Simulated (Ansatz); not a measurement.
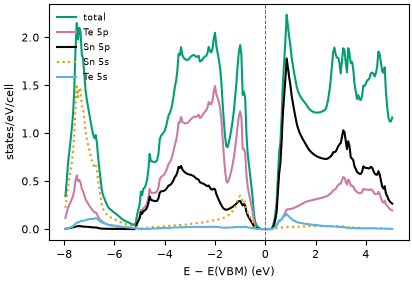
Figure: Total and projected density of states of SnTe (rock salt, Fm-3m), DFT-PBE in the program Ansatz with PAW potentials

### Question
Which orbitals carry the states next to the gap?

### Answer
Top 1 eV of the valence band: Te 5p 59 %, Sn 5s 20 %, Sn 5p 17 %. Bottom 1 eV of the conduction band: Sn 5p 78 %, Te 5p 10 %, Te 5s 8 %. Projections are on Löwdin-orthogonalised atomic valence shells; empty p or d shells of many metals are not among them.

### Question
Where is the tallest occupied peak in this window, and what makes it?

### Answer
Near -7.5 eV, about 2.1 states/eV per cell; the largest projected share is Sn 5s.

The PBE relaxation kept the symmetry of its start. Scalar-relativistic: spin–orbit coupling is off unless named, which matters more the heavier the elements.

Potentials: the earlier of the program's two PAW sets.
